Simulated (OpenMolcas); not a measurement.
# One shape, several levels: CHClInNO (SMILES O=C=[N][InH][Cl])

We compute a comparison of 6 runs (HF/STO-3G, BHLYP/def2-SVP, M06-2X/def2-SVP, PBE0/def2-SVP, TPSS/def2-SVP, r2SCAN/def2-SVP) of CHClInNO. 

The calculation is run with OpenMolcas 26.06.

## Step 1: Starting point

CHClInNO has 6 atoms, charge 0, and is taken as a singlet. SMILES: `O=C=[N][InH][Cl]`. The In4–H6 distance was set to 2.194 Å, away from the relaxed value.

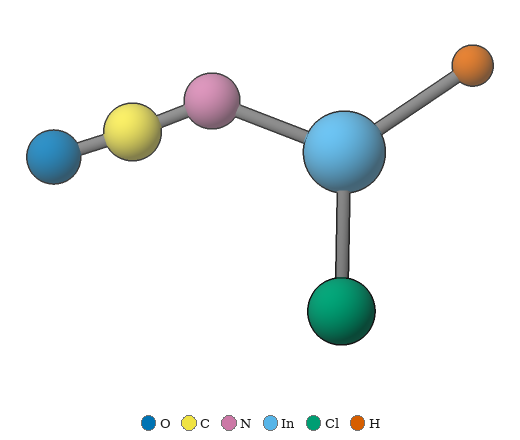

Viewed from a chosen angle; oxygen blue, carbon yellow, nitrogen pink, indium blue, chlorine teal, hydrogen orange.

## Step 2: A single-point energy at HF/STO-3G (run 1)

The input, mol.inp:

```
>>> EXPORT MOLCAS_PRINT=2

&GATEWAY
 BasLib=$CurrDir
 Coord
 6
 angstrom
 O        1.941769      -2.614519      -0.208869
 C        1.210369      -1.765019       0.112331
 N        0.450469      -0.921019       0.515131
 In      -0.430431       0.733781      -0.235669
 Cl       0.186769       1.087881      -2.438969
 H       -1.790100       2.008300       0.921200
 Basis=STO-3G
 Group=NoSym

&SEWARD

&SCF
 Thresholds=1e-10 1e-07 1e-07 1e-05
 PrOrbitals=1
```

The basis set STO-3G is read from a file made from the Basis Set Exchange's data (not shown).

Run with:

```
$ export MOLCAS_MEM=1860
$ pymolcas mol.inp > mol.log
```

Output:

```text
--- Start Module: gateway ---
[...]
--- Stop Module: gateway /rc=_RC_ALL_IS_WELL_ ---
--- Start Module: seward ---
[...]
      Basis functions           52
--- Stop Module: seward /rc=_RC_ALL_IS_WELL_ ---
--- Start Module: scf ---
[...]
       Convergence after  14 Iterations
[...]
::    Total SCF energy                              -6303.0635713053
[...]
      Total spin, S                                     0.0000000000
[...]
      Total electronic charge=   88.000000
      Total            charge=   -0.000000
[...]
      Dipole Moment (debye):
      Origin of the operator (angstrom)=    0.0371    0.2514   -0.5507
                   X= -2.2442E+00               Y=  1.8813E+00               Z=  2.2842E+00           Total=  3.7139E+00
      Quadrupole Moment (debye*angstrom):
[...]
--- Stop Module: scf /rc=_RC_ALL_IS_WELL_ ---
[...]
```

Run time: 2.2 s. Hardware: 1 thread of Arm Neoverse V2, shared host; peak memory 0.38 GiB.

## Step 3: The energy at BHLYP/def2-SVP (core potential) (run 2)

The input, mol.input:

```
>>> EXPORT MOLCAS_PRINT=2

&GATEWAY
  BASLIB=$CurrDir
  COORD
  6
  angstrom
  O        1.941769      -2.614519      -0.208869
  C        1.210369      -1.765019       0.112331
  N        0.450469      -0.921019       0.515131
  In      -0.430431       0.733781      -0.235669
  Cl       0.186769       1.087881      -2.438969
  H       -1.790100       2.008300       0.921200
  BASIS=def2-SVP
  GROUP=NoSym

&SEWARD
  GRIDINPUT
  Grid=UltraFine
  End of Grid

&SCF
  KSDFT=HYB_GGA_XC_BHANDHLYP
  THRESHOLDS=1e-10 1e-07 1e-07 1e-05
  PRORBITALS=1 1
```

The basis set def2-SVP is read from a file made from the Basis Set Exchange's data (not shown).

Run with:

```
$ export MOLCAS_MEM=1860
$ pymolcas mol.input > mol.log
```

Output:

```text
--- Start Module: gateway ---
[...]
--- Stop Module: gateway /rc=_RC_ALL_IS_WELL_ ---
--- Start Module: seward ---
[...]
      Basis functions           91
--- Stop Module: seward /rc=_RC_ALL_IS_WELL_ ---
[...]
--- Start Module: scf ---
[...]
       Convergence after  16 Iterations
[...]
::    Total KS-DFT energy                            -818.5980244322
[...]
      Total spin, S                                     0.0000000000
[...]
      Total electronic charge=   60.000000
      Total            charge=   -0.000000
[...]
      Dipole Moment (debye):
      Origin of the operator (angstrom)=    0.0371    0.2514   -0.5507
                   X= -1.8566E+00               Y=  2.0266E+00               Z=  1.0432E+00           Total=  2.9398E+00
      Quadrupole Moment (debye*angstrom):
[...]
--- Stop Module: scf /rc=_RC_ALL_IS_WELL_ ---
[...]
```

Wall time 20 s (1 thread of Arm Neoverse V2, shared host); peak memory 0.5 GiB.

## Step 4: The energy at M06-2X/def2-SVP (core potential) (run 3)

The input, job.input:

```
&GATEWAY
BasLib=$CurrDir
Coord
6
angstrom
O        1.941769      -2.614519      -0.208869
C        1.210369      -1.765019       0.112331
N        0.450469      -0.921019       0.515131
In      -0.430431       0.733781      -0.235669
Cl       0.186769       1.087881      -2.438969
H       -1.790100       2.008300       0.921200
Basis=def2-SVP
Group=NoSym
&SEWARD
GridInput
Grid=UltraFine
End of Grid
&SCF
KSDFT=M062X
Thresholds=1e-10 1e-07 1e-07 1e-05
PrOrbitals=1 2
```

The basis set def2-SVP is read from a file made from the Basis Set Exchange's data (not shown).

Run with:

```
$ export MOLCAS_MEM=1860
$ pymolcas job.input > job.log
```

Output:

```text
--- Start Module: gateway ---
[...]
--- Stop Module: gateway /rc=_RC_ALL_IS_WELL_ ---
--- Start Module: seward ---
[...]
      Basis functions           91
--- Stop Module: seward /rc=_RC_ALL_IS_WELL_ ---
[...]
--- Start Module: scf ---
[...]
       Convergence after  15 Iterations
[...]
::    Total KS-DFT energy                            -818.6320347661
[...]
      Total spin, S                                     0.0000000000
[...]
      Total electronic charge=   60.000000
      Total            charge=   -0.000000
[...]
      Dipole Moment (debye):
      Origin of the operator (angstrom)=    0.0371    0.2514   -0.5507
                   X= -1.7656E+00               Y=  1.9039E+00               Z=  1.0336E+00           Total=  2.7947E+00
      Quadrupole Moment (debye*angstrom):
[...]
--- Stop Module: scf /rc=_RC_ALL_IS_WELL_ ---
[...]
```

It took 26 s on 1 thread of Arm Neoverse V2, shared host; peak memory 0.5 GiB.

Runs 4 to 5 aren't shown in full; the table further down has their settings and results.

## Step 5: A single-point energy at r2SCAN/def2-SVP (core potential) (run 6)

The input, calc.inp:

```
* CHClInNO Kohn-Sham DFT

&GATEWAY
  BasLib
  $CurrDir
  Coord
  6
  angstrom
  O        1.941769      -2.614519      -0.208869
  C        1.210369      -1.765019       0.112331
  N        0.450469      -0.921019       0.515131
  In      -0.430431       0.733781      -0.235669
  Cl       0.186769       1.087881      -2.438969
  H       -1.790100       2.008300       0.921200
  Basis
  def2-SVP
  Group
  NoSym

&SEWARD
  GridInput
  Grid=UltraFine
  End of Grid

&SCF
  KSDFT
  2
  1.0 MGGA_X_R2SCAN
  1.0 MGGA_C_R2SCAN
  Thresholds
  1e-10 1e-07 1e-07 1e-05
  PrOrbitals
  0
```

The basis set def2-SVP is read from a file made from the Basis Set Exchange's data (not shown).

Run with:

```
$ export MOLCAS_MEM=1860
$ pymolcas calc.inp > calc.log
```

Output:

```text
--- Start Module: gateway ---
[...]
--- Stop Module: gateway /rc=_RC_ALL_IS_WELL_ ---
--- Start Module: seward ---
[...]
      Basis functions           91
--- Stop Module: seward /rc=_RC_ALL_IS_WELL_ ---
[...]
--- Start Module: scf ---
[...]
       Convergence after  18 Iterations
[...]
::    Total KS-DFT energy                            -818.7315419621
[...]
      Total spin, S                                     0.0000000000
[...]
      Total electronic charge=   60.000000
      Total            charge=   -0.000000
[...]
      Dipole Moment (debye):
      Origin of the operator (angstrom)=    0.0371    0.2514   -0.5507
                   X= -1.7136E+00               Y=  1.8199E+00               Z=  1.0549E+00           Total=  2.7132E+00
      Quadrupole Moment (debye*angstrom):
[...]
--- Stop Module: scf /rc=_RC_ALL_IS_WELL_ ---
[...]
```

It took 30 s on 1 thread of Arm Neoverse V2, shared host; peak memory 0.5 GiB.

## Step 6: All runs side by side

| run | level | integration grid | energy (Eh) | dipole moment (D) | HOMO energy (eV) | LUMO energy (eV) | wall time |
| --- | --- | --- | --- | --- | --- | --- | --- |
| 1 | HF/STO-3G | – | -6303.063571 | 3.71 | -8.06 | 4.70 | 2.2 s |
| 2 | BHLYP/def2-SVP (core potential) | UltraFine | -818.598024 | 2.94 | -9.80 | -1.93 | 20 s |
| 3 | M06-2X/def2-SVP (core potential) | UltraFine | -818.632035 | 2.79 | -9.87 | -1.91 | 26 s |
| 4 | PBE0/def2-SVP (core potential) | UltraFine | -818.437391 | 2.77 | -8.56 | -2.82 | 23 s |
| 5 | TPSS/def2-SVP (core potential) | UltraFine | -818.747929 | 2.41 | -7.24 | -3.55 | 36 s |
| 6 | r2SCAN/def2-SVP (core potential) | UltraFine | -818.731542 | 2.71 | -7.53 | -3.53 | 30 s |

## Step 7: Results

| quantity | value |
| --- | --- |
| run 6: total energy | -818.73154 Eh |
| run 6: dipole moment | 2.71 D |
| run 6: HOMO energy | -7.53 eV |
| run 6: LUMO energy | -3.53 eV |
| run 6: HOMO–LUMO gap | 4.00 eV |

In words: The dipole moment (its size) runs from 2.41 D (TPSS/def2-SVP) to 3.71 D (HF/STO-3G). The two ends differ in method and basis and core potential. The HOMO–LUMO gap runs from 3.69 eV (TPSS/def2-SVP) to 12.75 eV (HF/STO-3G). Totals of different functionals can't be ranked against each other. Some runs of one species differ in core potentials or relativity; totals across that change don't compare. In run 1 the basis is minimal, so the values are rough. In run 1 relativity is left out where basis or elements ask for it. All runs together took 2.3 min, the longest 36 s.
